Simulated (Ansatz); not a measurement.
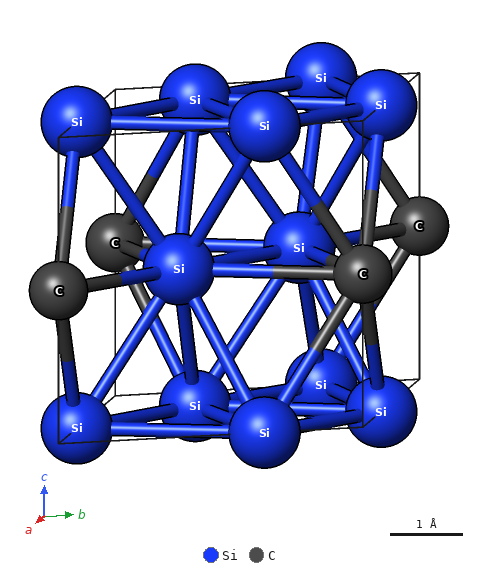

Crystalline Si$_{5}$C (a generated structure, set up in P-62m), before the relaxation. The picture is a ball-and-stick view of the cell of the calculation, seen slightly off an axis.

Level of theory: DFT PBE, scalar-relativistic, plane waves, PAW (Ansatz 0.2.0).

Input file:
```yaml
crystal:
  lattice:
    - [4.5279140894, 0.0, 0.0]
    - [-2.2639570447, 3.9212886276, 0.0]
    - [0.0, 0.0, 4.3342855996]
  atoms:
    - { symbol: Si, position: [0.6768437647, 0.0, 0.0] }
    - { symbol: Si, position: [0.3231562353, 0.3231562353, 0.0] }
    - { symbol: Si, position: [0.0, 0.6768437647, 0.0] }
    - { symbol: Si, position: [0.6666666667, 0.3333333333, 0.5] }
    - { symbol: Si, position: [0.3333333333, 0.6666666667, 0.5] }
    - { symbol: C, position: [0.0, 0.0, 0.5] }
basis:
  ecutwfc: 420
kpoints:
  mp_grid: { grid: [12, 12, 10] }
hamiltonian:
  xc: pbe
scf:
  occupations: { method: gaussian, width: 0.1 }
output:
  forces: true
  stress: true
  eigenvalues: true
  write_density: true
  write_potential: true
  elf: true
  volumetric_format: npy
relax:
  adjacent_minimum: "off"
  f_tol: 0.01
  max_steps: 80
  cell: { stress_tol: 0.05 }
```

Run as
```bash
ansatz run input.yaml --threads 1 --pin off --max-ram 2560MiB --backend cpu --events-out ev --progress --plain --runs-dir out
```

**What does the optimiser find from here?**

The largest moves relative to the cell, 0.014 Å, are those of Si1, Si2 and Si3. Si3 goes along −b. C stays in place. Cell: a = b 4.528 → 4.445 Å (−1.8 %), c 4.334 → 4.524 Å (+4.4 %). Volume +0.6 %. Among the contacts that change: Si1–C6 2.615 → 2.687 Å, Si1–Si2 2.655 → 2.594 Å, Si1–Si4 2.654 → 2.713 Å, Si4–Si5 2.614 → 2.566 Å. The space group stays P-62m (No. 189). Over 8 accepted moves (12 points after the start) the energy falls by 30.1 meV per cell of the calculation. The largest force component goes from 0.043 to 0.00026 eV/Å. The pressure goes from 0.11 to 0.00 GPa. The line search rejected the trial steps at points 4, 5 of the run. At 2 points the geometry stayed and the basis and grid were re-selected for the new cell (energy shift of 1.0 meV per cell of the calculation at most each time). The run took 6.9 min on 1 thread of Intel(R) Xeon(R) Processor @ 2.50GHz (Skylake/Cascade Lake), on a shared host, peak memory 0.45 GiB.

Step by step:

```
step  E − E(0), meV/atom  largest force component, eV/Å  pressure, GPa  volume, Å³/atom                      note
   0                0.00                         0.0433           0.11           12.826                          
   1               -0.24                         0.0195           0.01           12.839                          
   2               -0.64                         0.0017          -0.02           12.845                          
   3               -2.83                         0.0864           0.02           12.865                          
   4                1.73                         0.1856           0.60           12.882                  rejected
   5               -1.93                         0.2755          -0.19           12.886                  rejected
   6               -3.62                         0.0231           0.01           12.868                          
   7               -4.21                         0.0764           0.07           12.900                          
   8               -4.84                         0.0004          -0.02           12.895                          
   9               -4.85                         0.0001           0.00           12.895                          
  10               -5.02                         0.0003           0.02           12.895  same geometry, new basis
  11               -5.02                         0.0003           0.00           12.899                          
  12               -5.02                         0.0003           0.00           12.899  same geometry, new basis
```

Final geometry:

```
Si C
1.0
     4.44462    0.00000    0.00000
    -2.22231    3.84916    0.00000
     0.00000    0.00000    4.52370
Si C
5 1
Cartesian
  0.7724 3.8492 0.0000
  0.7249 1.2556 0.0000
  2.9473 2.5935 0.0000
  2.2223 1.2831 2.2619
  0.0000 2.5661 2.2619
  2.2223 3.8492 2.2619
```

After the run, drawn alike:

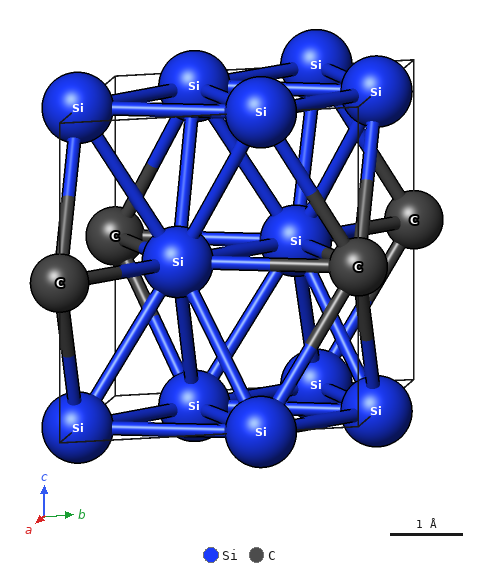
